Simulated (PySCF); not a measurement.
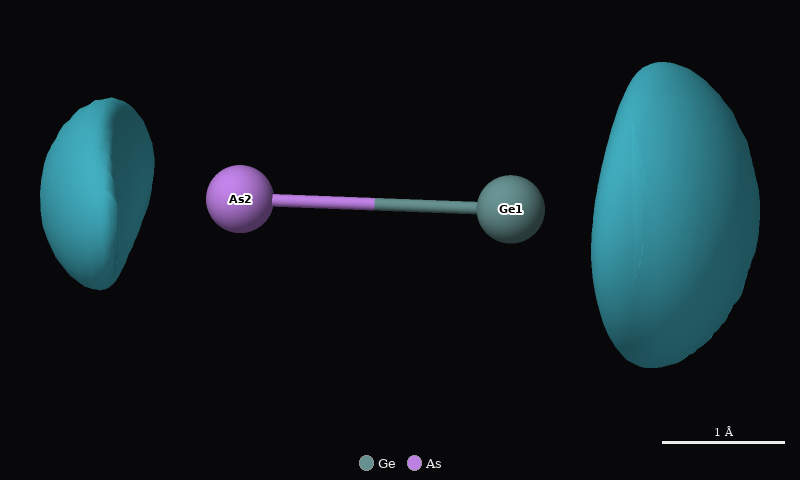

*GeAs (doublet). Isosurface of the ELF at 0.85 (cyan), seen from one side. Only the valence region is drawn (cores and ρ < 0.01 e/Å³ removed).*

The calculation used PBE0/cc-pVDZ(-PP), non-relativistic Hamiltonian with scalar-relativistic core potentials where named, at a bond length of 2.256 Å (PySCF 2.14.0).

### Describe the localisation domains.

The surface consists of one lobe on As, pointing away from the bonds (non-bonding electrons) and one lobe on Ge, pointing away from the bonds (non-bonding electrons). Along the contacts the grid gives the following. Ge–As (2.26 Å): the ELF peaks at about 0.75 in the valence shell of As, 1.1 Å from its nucleus, and is about 0.75 at the midpoint.
